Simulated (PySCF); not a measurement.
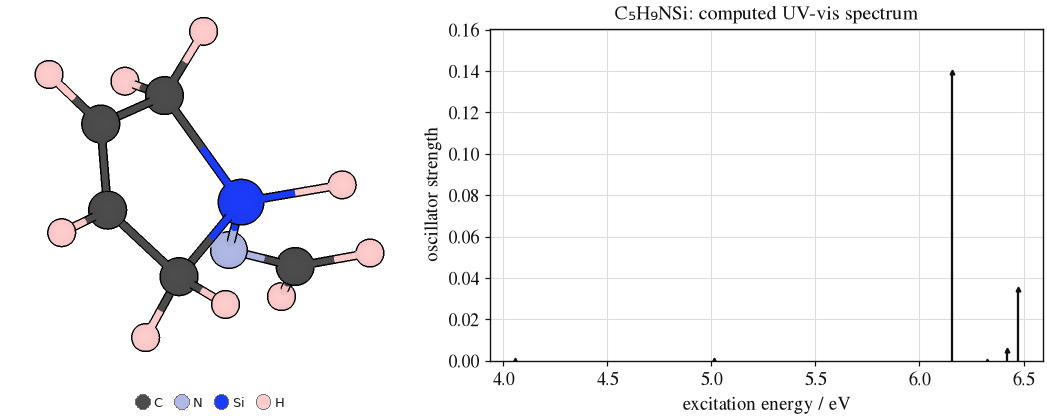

Computed absorption of C₅H₉NSi, SMILES C=N[SiH]1CC=CC1. Vertical TDDFT excitations, B3LYP/def2-SVPD in PySCF, at a PBE0-D3(BJ)/def2-SVP geometry (no frequency check), gas phase. The lowest 6 singlet states are shown.

### Where is the lowest singlet, and is it bright?

S1 lies at 4.06 eV (306 nm) with f = 0.000, mainly HOMO−1 → LUMO (52 %); it is dark or nearly so.

### Does any vertical transition fall in the visible?

No singlet lies below 3.1 eV (beyond 400 nm), so at this level no vertical transition falls in the visible.

### List the transitions behind the spectrum.

| state | E (eV) | λ (nm) | f | main character |
| --- | --- | --- | --- | --- |
| S1 | 4.06 | 306 | 0.000 | HOMO−1 → LUMO (52 %) |
| S2 | 5.01 | 247 | 0.000 | HOMO → LUMO (53 %) |
| S3 | 6.16 | 201 | 0.140 | HOMO−2 → LUMO (95 %) |
| S4 | 6.33 | 196 | 0.000 | HOMO → LUMO+1 (52 %) |
| S5 | 6.42 | 193 | 0.005 | HOMO → LUMO+2 (53 %) |
| S6 | 6.47 | 192 | 0.035 | HOMO → LUMO+3 (33 %) |

Caveats: one conformer of a flexible molecule; core orbitals are frozen in the response.
